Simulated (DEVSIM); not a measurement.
Device: In0.53Ga0.47As p-n junction from an implanted or diffused profile, at 500 K.

| layer (left to right) | material | thickness (μm) | Nd (cm⁻³) | τn (s) | τp (s) |
|---|---|---|---|---|---|
| 1 | In0.53Ga0.47As | 20.0 | 1.7e15 | 3.8e-9 | 3.8e-9 |

Added acceptor profile: 2.6e17 cm⁻³ × exp(−(x − 0.023 μm)²/(2·(0.064 μm)²)). Left contact: ohmic. Right contact: ohmic. Voltage is applied to the left contact. Recombination: SRH at mid-gap. Mobility is μmin + (μ − μmin)/(1 + (N/Nref)^α).

Constants are typed, rounded textbook-type inputs, not results; the design itself was drawn at random and stands for no fabricated device. Values at 300 K; Nc and Nv go as T^1.5, mobilities as T to minus their exponent, the gap by Varshni's rule with the affinity fixed.

```csv
parameter,In0.53Ga0.47As
gap (eV),0.74
affinity (eV),4.51
permittivity,13.9
Nc (cm⁻³),2.1e17
Nv (cm⁻³),7.7e18
μn (cm²/Vs),12000
μp (cm²/Vs),300
"μn,min",300
"μp,min",10
"Nref,n",1.3e17
"Nref,p",4.9e17
αn,0.48
αp,0.4
T exponent of μn,1.6
T exponent of μp,1.6
Varshni α (eV/K),0.00035
Varshni β (K),190
```

Model (solved in DEVSIM): 1D drift-diffusion, Boltzmann statistics, complete ionisation; no tunnelling, impact ionisation, image-force lowering or self-heating.

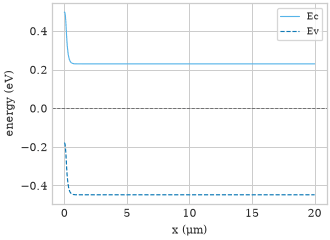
*Band edges at zero bias*

Energies count from the Fermi level of the right contact; mesh points crowd at the junctions.

```
x (μm)   Ec (eV)  Ev (eV)  n (cm⁻³)  p (cm⁻³)  field (V/cm)
-------  -------  -------  --------  --------  ------------
0.000      0.495   -0.182    4.6e12    2.4e17          1200
0.02020    0.497   -0.180    4.4e12    2.5e17            74
0.04588    0.494   -0.184    4.7e12    2.3e17         -2500
0.08055    0.478   -0.199    6.8e12    1.6e17         -6400
0.1369     0.426   -0.252    2.3e13    4.8e16        -12000
0.1830     0.372   -0.305    8.0e13    1.4e16        -11000
0.2278     0.329   -0.349    2.2e14    5.1e15         -8200
0.2918     0.288   -0.390    5.7e14    2.0e15         -4900
0.3421     0.268   -0.410    9.1e14    1.2e15         -3200
0.4445     0.245   -0.432    1.5e15    7.3e14         -1400
0.6622     0.232   -0.446    2.1e15    5.3e14          -210
1.423      0.229   -0.448    2.2e15    5.0e14           ≈ 0
2.742      0.229   -0.448    2.2e15    5.0e14           ≈ 0
5.546      0.229   -0.448    2.2e15    5.0e14           ≈ 0
13.08      0.229   -0.448    2.2e15    5.0e14           ≈ 0
16.82      0.229   -0.448    2.2e15    5.0e14           ≈ 0
18.48      0.229   -0.448    2.2e15    5.0e14           ≈ 0
19.28      0.229   -0.448    2.2e15    5.0e14           ≈ 0
19.75      0.229   -0.448    2.2e15    5.0e14           ≈ 0
19.89      0.229   -0.448    2.2e15    5.0e14           ≈ 0
19.96      0.229   -0.448    2.2e15    5.0e14           ≈ 0
20.00      0.229   -0.448    2.2e15    5.0e14           ≈ 0
```
